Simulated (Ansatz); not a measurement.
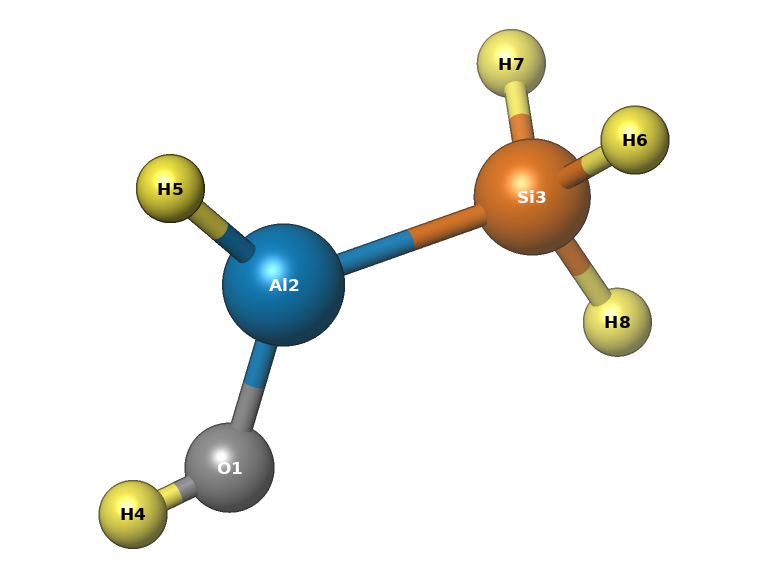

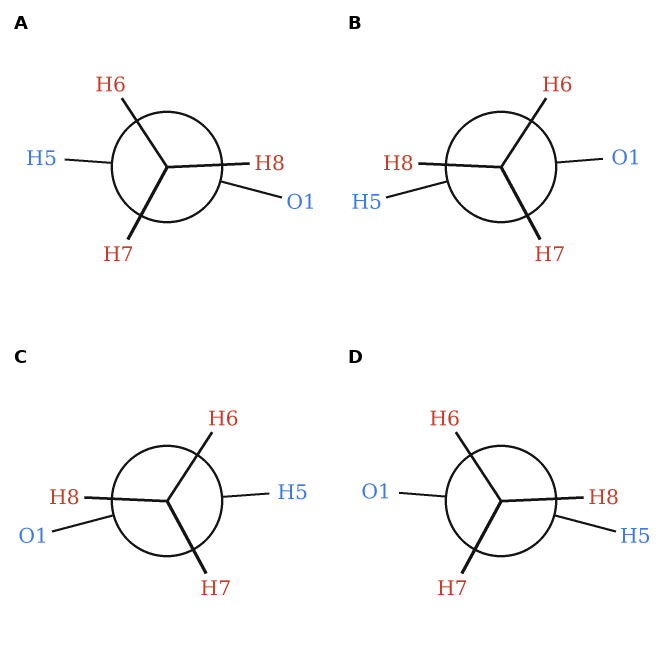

Depth is shown by fading: the farther an atom, the more it takes the colour of the background. Bonds that would overlap in a projection are set slightly apart. Computed geometry: PBE-D4/def2-SVP optimisation. No frequency run is at hand to confirm it as a minimum.

Q: Which Newman projection shows the view along Si3–Al2, with Si3 in front?

A: C. The torsion angle H6–Si3–Al2–O1 is −128°, anticlinal.
